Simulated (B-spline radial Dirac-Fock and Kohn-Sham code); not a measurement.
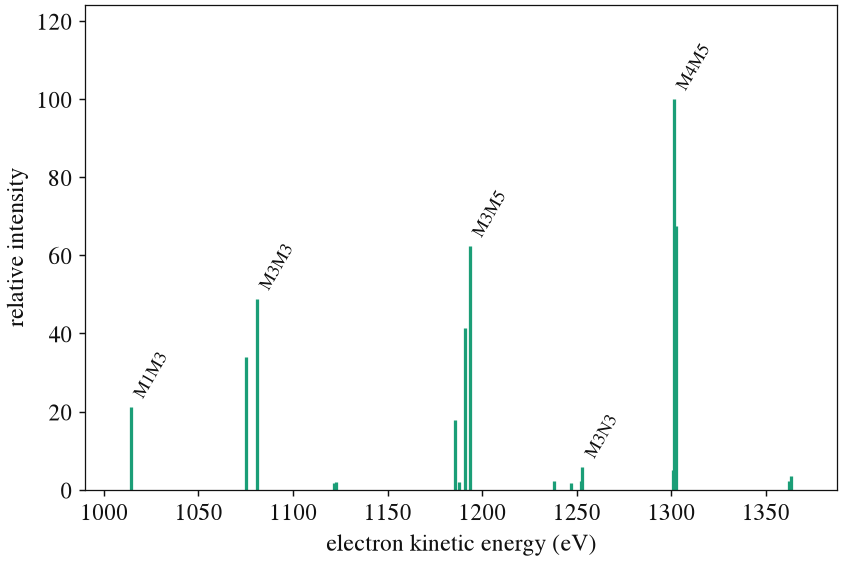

Auger groups that fill an L3 (2p3/2) hole, as sticks. Kinetic energies count from the vacuum level; very weak lines are left out. Species: Se²⁻ ([Kr]), inside a Watson sphere of charge +2 and radius 1.683 Å that stands in for a crystal. Level of theory: independent-particle Coulomb rates on relativistic LDA orbitals, configuration-average energies from Dirac–Fock; calculated with a radial B-spline solver.

Q: How wide is the L3 level from this decay?

A: The non-radiative width is 1.01 eV.

Q: Which group is strongest?

A: L3-M4M5 at 1.301 keV, 23 % of the non-radiative width.
